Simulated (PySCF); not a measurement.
**Two runs on C2F3N**

System: C2F3N (Acetonitrile, trifluoro-), SMILES N#CC(F)(F)F.
Method of run 1: TDA CAM-B3LYP/def2-SVPD, vertical, gas phase, core orbitals frozen in the response (PySCF 2.14.0).

The geometry comes from this level: GFN2-xTB. Text and figures count atoms from 1; the logs count them from 0 in places.

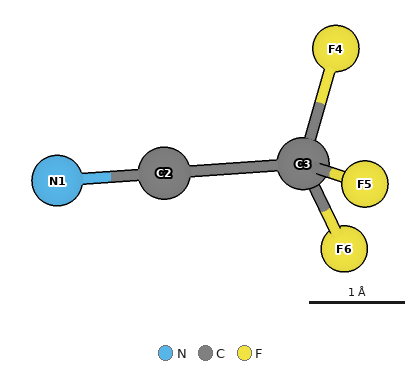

Figure 1. The input geometry (ball-and-stick view, seen at a tilt; atoms are numbered from 1 in the order of the input). Bond lengths as drawn: C–C 1.48 Å, C–F 1.34 Å and C–N 1.14 Å.

## The input, run 1
```
{"job": {"kind": "uv", "xc": "CAM-B3LYP", "basis": "def2-SVPD", "nstates": 4, "ntriplets": 0, "tda": true}, "charge": 0, "multiplicity": 1}
N      2.176546    -0.002401    -0.030675
C      1.038164    -0.000355    -0.022184
C     -0.439053     0.002117    -0.011085
F     -0.928316    -0.991039    -0.758148
F     -0.911986    -0.150354     1.228608
F     -0.922865     1.149993    -0.492814
```

The first line tells a small driver script what to run in PySCF; the rest is the geometry in Å.

Launched with:
```bash
OMP_NUM_THREADS=1 python <driver script> task.json out
```

Hardware: 1 CPU thread, shared host.

## Output (run 1)
```
coarse grid: 6496 points
cycle   1  E = -429.7555286338  dE =  1.116e+00  |g| = 1.046e+00  |ddm| = 3.107e+00
cycle   2  E = -429.5028697918  dE =  2.527e-01  |g| = 1.621e+00  |ddm| = 2.091e+00
cycle   3  E = -429.9661837160  dE = -4.633e-01  |g| = 1.957e-01  |ddm| = 1.325e+00
cycle   4  E = -429.9727941898  dE = -6.610e-03  |g| = 7.651e-02  |ddm| = 2.385e-01
cycle   5  E = -429.9739415050  dE = -1.147e-03  |g| = 1.534e-02  |ddm| = 8.570e-02
cycle   6  E = -429.9739807978  dE = -3.929e-05  |g| = 1.841e-03  |ddm| = 1.376e-02
cycle   7  E = -429.9739817693  dE = -9.715e-07  |g| = 4.670e-04  |ddm| = 4.779e-03
final grid: 68224 points
cycle   8  E = -430.0299097769  dE = -1.761e-05  |g| = 3.478e-03  |ddm| = 3.300e-02
cycle   9  E = -430.0299090755  dE =  7.015e-07  |g| = 4.188e-03  |ddm| = 5.219e-03
cycle  10  E = -430.0299116748  dE = -2.599e-06  |g| = 2.908e-04  |ddm| = 2.618e-03
cycle  11  E = -430.0299116775  dE = -2.676e-09  |g| = 2.891e-04  |ddm| = 4.356e-04
cycle  12  E = -430.0299116941  dE = -1.665e-08  |g| = 4.154e-05  |ddm| = 3.060e-04
cycle  13  E = -430.0299116945  dE = -3.581e-10  |g| = 8.375e-06  |ddm| = 5.054e-05
converged SCF energy = -430.0299116945

Static polarisability (au): isotropic 30.917, principal 26.785 26.785 39.182

Singlet excitations
state   eV       nm        f      main configurations
  1   7.6851    161.3   0.00000   H->L+1 0.44, H-1->L 0.44
  2   8.0187    154.6   0.00009   H-1->L+1 0.48, H->L 0.48
  3   8.0187    154.6   0.00009   H-1->L 0.48, H->L+1 0.48
  4   9.1588    135.4   0.01847   H-2->L 0.95
```

The input of run 2 differs as follows (lines with − go, lines with + come):
```diff
-N      2.176546    -0.002401    -0.030675
-C      1.038164    -0.000355    -0.022184
-C     -0.439053     0.002117    -0.011085
-F     -0.928316    -0.991039    -0.758148
-F     -0.911986    -0.150354     1.228608
-F     -0.922865     1.149993    -0.492814
+N      1.802569     0.886861     1.141247
+C      2.267350     0.349709     2.037385
+C      3.115671     0.171972     3.199122
+F      2.436210    -0.210768     4.263940
+F      4.192767    -0.612474     3.159966
+F      3.542367     1.529507     3.427195
```

How does run 2 compare with run 1?

With the same method and basis, run 2 lies 11.0 kcal/mol higher. The HOMO goes from −12.90 to −12.76 eV. The LUMO goes from 0.17 to −0.63 eV. The dipole moment goes from 1.13 to 1.47 D. The lowest excitation goes from 7.69 to 7.17 eV. The strongest computed line goes from 9.16 to 8.50 eV. The number of SCF iterations is the same.

## Output (run 2)
```
coarse grid: 6496 points
cycle   1  E = -429.7246559934  dE =  1.053e+00  |g| = 1.062e+00  |ddm| = 3.030e+00
cycle   2  E = -429.4265151038  dE =  2.981e-01  |g| = 1.714e+00  |ddm| = 2.186e+00
cycle   3  E = -429.9468208338  dE = -5.203e-01  |g| = 1.900e-01  |ddm| = 1.375e+00
cycle   4  E = -429.9526076998  dE = -5.787e-03  |g| = 8.756e-02  |ddm| = 2.331e-01
cycle   5  E = -429.9541218482  dE = -1.514e-03  |g| = 1.808e-02  |ddm| = 9.235e-02
cycle   6  E = -429.9541737677  dE = -5.192e-05  |g| = 4.561e-03  |ddm| = 1.495e-02
cycle   7  E = -429.9541770914  dE = -3.324e-06  |g| = 1.802e-03  |ddm| = 5.069e-03
final grid: 68224 points
cycle   8  E = -430.0124445304  dE = -1.810e-05  |g| = 4.705e-03  |ddm| = 2.981e-02
cycle   9  E = -430.0124419465  dE =  2.584e-06  |g| = 6.317e-03  |ddm| = 7.105e-03
cycle  10  E = -430.0124480804  dE = -6.134e-06  |g| = 3.253e-04  |ddm| = 3.956e-03
cycle  11  E = -430.0124480849  dE = -4.461e-09  |g| = 3.134e-04  |ddm| = 4.542e-04
cycle  12  E = -430.0124481038  dE = -1.885e-08  |g| = 6.812e-05  |ddm| = 3.403e-04
cycle  13  E = -430.0124481046  dE = -8.505e-10  |g| = 2.639e-05  |ddm| = 6.396e-05
converged SCF energy = -430.0124481046

Static polarisability (au): isotropic 31.453, principal 26.687 28.185 39.488

Singlet excitations
state   eV       nm        f      main configurations
  1   7.1678    173.0   0.00227   H-1->L 0.70, H->L+1 0.20
  2   7.5367    164.5   0.00270   H->L 0.44, H-1->L+1 0.30, H-1->L 0.12
  3   7.5995    163.1   0.00170   H->L+1 0.64, H-1->L 0.13, H-1->L+1 0.11
  4   8.5023    145.8   0.01464   H-2->L 0.93
```

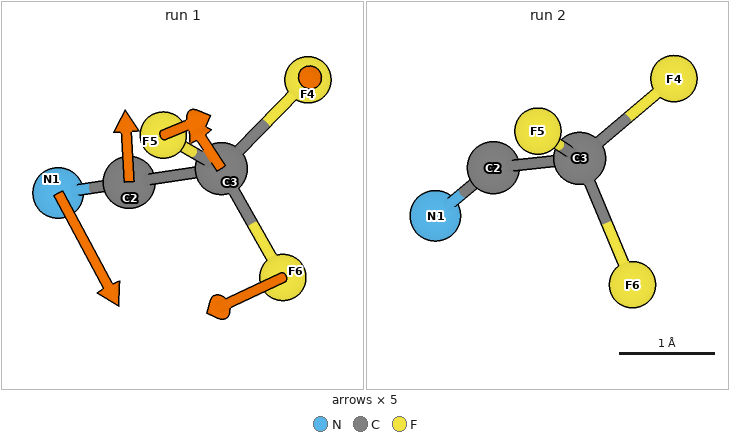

Figure 2. The two input geometries at one scale (ball-and-stick view, seen at a tilt). The orange arrows on the first give the shifts of the atoms after the best rigid fit, magnified 5 times. The largest moves after the best rigid fit, 0.27 Å, are those of N1 and F6. Largest moves by element: N 0.27 Å, F 0.27 Å, C 0.16 Å. Among the contacts that change: C3–F6 1.336 → 1.441 Å, C2–C3 1.477 → 1.449 Å, C3–F4 1.336 → 1.320 Å, N1–C2 1.138 → 1.144 Å.

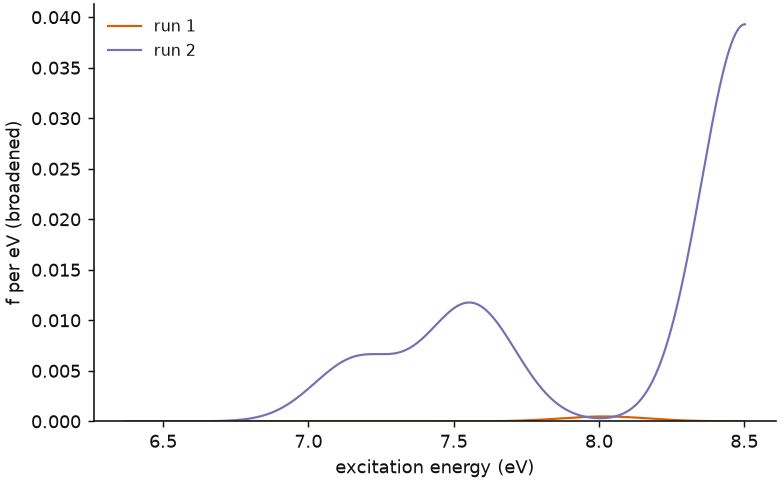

Figure 3. Absorption of the two runs from their computed states, each broadened by a Gaussian of 0.35 eV full width; the range ends where the shorter list of states ends.

## The two runs side by side

| quantity | run 1 | run 2 |
| --- | --- | --- |
| outcome | converged | converged |
| total energy (hartree) | −430.029912 | −430.012448 |
| HOMO (eV) | −12.90 | −12.76 |
| LUMO (eV) | 0.17 | −0.63 |
| dipole moment (D) | 1.13 | 1.47 |
| lowest excitation (eV) | 7.69 | 7.17 |
| SCF iterations | 13 | 13 |
| strongest computed line (eV) | 9.16 | 8.50 |
| basis functions | 129 | 129 |
| wall time (shared host) | 11 s | 12 s |
